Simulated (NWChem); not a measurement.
# CHFO (formyl fluoride): levels of theory compared

Aim: a comparison of 4 runs (HF/def2-SVP, SVWN5/def2-TZVPP, r2SCAN/def2-TZVPP, MP2/def2-TZVPP) of CHFO (formyl fluoride). 

Program for the calculation: NWChem 7.3.0.

**1. Starting point**

CHFO has 4 atoms, charge 0, and is taken as a singlet. SMILES: `O=CF`. The shape is that of a PBE0-D4/def2-TZVP optimisation.

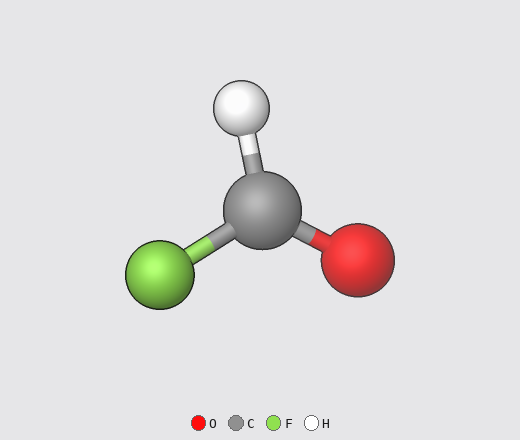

The structure, seen from a chosen angle (oxygen red, carbon grey, fluorine green, hydrogen white).

**2. Energy and forces at HF/def2-SVP (run 1)**

The input, test.xyz:

```xyz
4
CHFO gradient
O     -0.889340     0.201180     0.827740
C     -0.046400     0.067520     0.021620
F      0.585200    -1.091810    -0.181820
H      0.350540     0.823120    -0.667550
```

The input, test.nw:

```
start test
title "CHFO gradient"
memory 2200 mb
geometry noautosym nocenter noautoz
  load format xyz test.xyz
end
basis spherical bse
  * library def2-SVP
end
scf
  thresh 1e-08
  maxiter 80
end
task scf gradient
```

The run is started by

```
$ nwchem test.nw > test.out
```

Standard output:

```text
[...]
  functions       =    47
[...]
  wavefunction    = RHF
[...]
         Total SCF energy =   -212.579728354925
      One-electron energy =   -427.841230239786
      Two-electron energy =    147.595993202460
 Nuclear repulsion energy =     67.665508682400
        Time for solution =      1.6s
[...]
                         RHF ENERGY GRADIENTS
    atom               coordinates                        gradient
                 x          y          z           x          y          z
   1 O      -1.680609   0.380175   1.564202   -0.028961   0.005169   0.027477
   2 C      -0.087683   0.127594   0.040856    0.012792   0.014798  -0.018596
   3 F       1.105868  -2.063222  -0.343590    0.013519  -0.022406  -0.005266
   4 H       0.662425   1.555471  -1.261487    0.002650   0.002438  -0.003616
[...]
```

Run time: 3.3 s. Hardware: 1 thread of Intel Xeon 6975P-C (Granite Rapids), shared host; peak memory 0.1 GiB.

**3. Energy and forces at SVWN5/def2-TZVPP (run 2)**

The input, nw.nw:

```
start nw
title "formyl fluoride"
memory stack 880 mb heap 220 mb global 1100 mb

geometry units angstroms noautosym nocenter noautoz
   O    -0.889340    0.201180    0.827740
   C    -0.046400    0.067520    0.021620
   F     0.585200   -1.091810   -0.181820
   H     0.350540    0.823120   -0.667550
end

basis spherical bse
   * library def2-TZVPP
end

dft
   xc slater vwn_5
   grid fine
   convergence energy 1e-08
   iterations 100
   mulliken
   noprint "final vectors analysis"
end

task dft gradient
```

The run is started by

```
$ nwchem nw.nw > nw.out
```

Standard output:

```text
[...]
          Wavefunction type:  closed shell.
          No. of atoms     :     4
          No. of electrons :    24
[...]
          Charge           :     0
          Spin multiplicity:     1
[...]
          AO basis - number of functions:   107
[...]
              XC Information
              --------------
                        Slater Exchange Functional  1.000 local
                      VWN V Correlation Functional  1.000 local
[...]
 d= 0,ls=0.0,diis     1   -212.1886705227 -2.80D+02  1.35D-02  2.53D+00     1.5
[...]
 d= 0,ls=0.0,diis    12   -212.3523939459 -2.01D-09  3.44D-08  5.28D-11    10.9
         Total DFT energy =     -212.352393945873
      One electron energy =     -428.188506426944
           Coulomb energy =      171.393053403892
    Exchange-Corr. energy =      -23.222449605222
 Nuclear repulsion energy =       67.665508682400
[...]
      Total Density - Mulliken Population Analysis
     ---------------------------------------------
    Atom       Charge   Shell Charges
 -----------   ------   -------------------------------------------------------
    1 O    8     8.12   0.78  1.18  0.61  0.87  0.34  1.91  1.68  0.71  0.00  0.02  0.00
    2 C    6     5.91   0.84  1.12  0.56  0.58  0.08  1.28  0.96  0.20  0.06  0.20  0.03
    3 F    9     9.11   0.76  1.20  0.62  0.96  0.35  2.29  2.04  0.86  0.00  0.01  0.00
    4 H    1     0.87   0.26  0.43  0.15  0.01  0.02  0.00
[...]
  wavefunction    = closed shell
                         DFT ENERGY GRADIENTS
    atom               coordinates                        gradient
                 x          y          z           x          y          z
   1 O      -1.680609   0.380175   1.564202    0.005783  -0.000616  -0.005644
   2 C      -0.087683   0.127594   0.040856   -0.001553   0.003214   0.000363
   3 F       1.105868  -2.063222  -0.343590   -0.001277   0.002273   0.000438
   4 H       0.662425   1.555471  -1.261487   -0.002953  -0.004871   0.004843
[...]
```

Wall time 20 s (1 thread of Intel Xeon 6975P-C (Granite Rapids), shared host); peak memory 0.12 GiB.

Run 3 isn't shown in full; the table further down has it.

**4. Energy and gradient at MP2/def2-TZVPP (run 4)**

The input, calc.xyz:

```xyz
4
formyl fluoride
O     -0.889340     0.201180     0.827740
C     -0.046400     0.067520     0.021620
F      0.585200    -1.091810    -0.181820
H      0.350540     0.823120    -0.667550
```

The input, run.py:

```python
from ase.io import read
from ase.calculators.nwchem import NWChem

atoms = read('calc.xyz')

calc = NWChem(
    label='calc',
    theory='mp2',
    memory='2200 mb',
    basis='def2-TZVPP',
    basispar='spherical bse',
    scf={'nopen': '0', 'rhf': None, 'thresh': '1e-08', 'maxiter': '80'},
    mp2={'freeze': 'core 3', 'tight': None},
)
atoms.calc = calc

forces = atoms.get_forces()
print(f"energy = {atoms.get_potential_energy():.6f} eV")
print("forces (eV/A):")
for s, f in zip(atoms.symbols, forces):
    print(f"{s:2s} {f[0]:10.5f} {f[1]:10.5f} {f[2]:10.5f}")
```

The run is started by

```
$ export ASE_NWCHEM_COMMAND="nwchem PREFIX.nwi > PREFIX.nwo"
$ python run.py
```

Standard output:

```text
energy = -5809.033410 eV
forces (eV/A):
O    -0.68803    0.14321    0.64509
C     0.55618    0.32833   -0.68947
F     0.20224   -0.30550   -0.08999
H    -0.07040   -0.16599    0.13431
```

The calculator wrote calc.nwi:

```
title "calc"

permanent_dir calc

scratch_dir calc

start calc

geometry units angstrom nocenter noautosym noautoz
  O  -8.8934000000000002e-01 2.0118000000000000e-01 8.2774000000000003e-01
  C  -4.6399999999999997e-02 6.7519999999999997e-02 2.1620000000000000e-02
  F  5.8520000000000005e-01 -1.0918099999999999e+00 -1.8182000000000001e-01
  H  3.5054000000000002e-01 8.2311999999999996e-01 -6.6754999999999998e-01
end

memory 2200 mb

basis spherical bse noprint
   * library def2-TZVPP
end

scf
  nopen 0
  rhf
  thresh 1e-08
  maxiter 80
end
mp2
  freeze core 3
  tight
end

task mp2 gradient
```

calc.nwo:

```text
Northwest Computational Chemistry Package (NWChem) 7.3.0
             --------------------------------------------------------

           Job information
           ---------------

    nwchem branch   = 7.3.0
    use scalapack   = T
    input           = calc.nwi
    prefix          = calc.
    data base       = calc/calc.db
    status          = startup
    nproc           =        1

           Memory information
           ------------------

    heap     =     72089598 doubles =      550.0 Mbytes
    stack    =     72089595 doubles =      550.0 Mbytes
    global   =    144179200 doubles =     1100.0 Mbytes (distinct from heap & stack)
    total    =    288358393 doubles =     2200.0 Mbytes
    verify   = yes
    hardfail = no

           Directory information
           ---------------------

  0 permanent = calc
  0 scratch   = calc

                                NWChem Input Module
                                -------------------

                                       calc
                                       ----

[... 25 lines left out ...]
            Nuclear Dipole moment (a.u.)
[... 75 lines left out ...]
 1-e energy   =    -427.277244
[... 7 lines left out ...]
         Quadratically convergent ROHF
[... 3 lines left out ...]
 Final Fock-matrix accuracy:          1.000E-10
[... 14 lines left out ...]
         Total SCF energy =   -212.843959059564
[... 1 line left out ...]
      Two-electron energy =    147.735152047423
[... 4 lines left out ...]
             Final eigenvalues
[... 291 lines left out ...]
 CPHF converged to   1.8D-07 in   12 iters
[... 11 lines left out ...]
 MP2 RHF      natural orbital occupation numbers
[... 91 lines left out ...]
   90    0.0001
   91    0.0000
   92    0.0000
   93    0.0000
   94    0.0000
   95    0.0000
   96    0.0000
   97    0.0000
   98    0.0000
   99    0.0000
  100    0.0000
  101    0.0000
  102    0.0000
  103    0.0000
  104    0.0000
  105   -0.0001
  106   -0.0001
  107   -0.0002

  MP2 natural orbitals output to calc/calc.mp2nos

                         mp2 ENERGY GRADIENTS

    atom               coordinates                        gradient
                 x          y          z           x          y          z
   1 O      -1.680609   0.380175   1.564202    0.013380  -0.002785  -0.012545
   2 C      -0.087683   0.127594   0.040856   -0.010816  -0.006385   0.013408
   3 F       1.105868  -2.063222  -0.343590   -0.003933   0.005941   0.001750
   4 H       0.662425   1.555471  -1.261487    0.001369   0.003228  -0.002612

                 ----------------------------------------
                 |  Time  |  1-e(secs)   |  2-e(secs)   |
                 ----------------------------------------
                 |  CPU   |       0.01   |       9.62   |
                 ----------------------------------------
                 |  WALL  |       0.01   |       9.62   |
                 ----------------------------------------
 -----------------------
 Task  times  cpu:       51.4s     wall:       51.4s
 Total times  cpu:       51.4s     wall:       51.4s
```

Run time: 53 s. Hardware: 1 thread of Intel Xeon 6975P-C (Granite Rapids), shared host; peak memory 0.35 GiB.

**5. Overview of the runs**

```
run              level  iteration cap  module  energy (Eh)  dipole moment (D)  HOMO energy (eV)  LUMO energy (eV)  wall time
  1        HF/def2-SVP             80     scf  -212.579728               2.46            -13.95              3.93      3.3 s
  2   SVWN5/def2-TZVPP            100     dft  -212.352394               2.00                 –                 –       20 s
  3  r2SCAN/def2-TZVPP            100     dft  -213.765475               2.04             -8.15             -1.83       23 s
  4     MP2/def2-TZVPP             80     mp2  -213.478042               2.04            -13.96              3.49       53 s
```

**6. Results**

| quantity | value |
| --- | --- |
| run 4: total energy | -213.47804 Eh |
| run 4: dipole moment (of the density that the program reports) | 2.04 D |
| run 4: HOMO energy (Hartree–Fock orbitals) | -13.96 eV |
| run 4: LUMO energy (Hartree–Fock orbitals) | 3.49 eV |
| run 4: HOMO–LUMO gap (Hartree–Fock orbitals) | 17.46 eV |
| run 4: correlation energy (3 core orbitals frozen) | -634.1 mEh |
| run 4: largest force on an atom | 0.954 eV/Å |

**Reading.** The dipole moment (its size) runs from 2.00 D (SVWN5/def2-TZVPP) to 2.46 D (HF/def2-SVP). The two ends differ in method and basis. Totals of different functionals can't be ranked against each other. All runs together took 98 s, the longest 53 s.
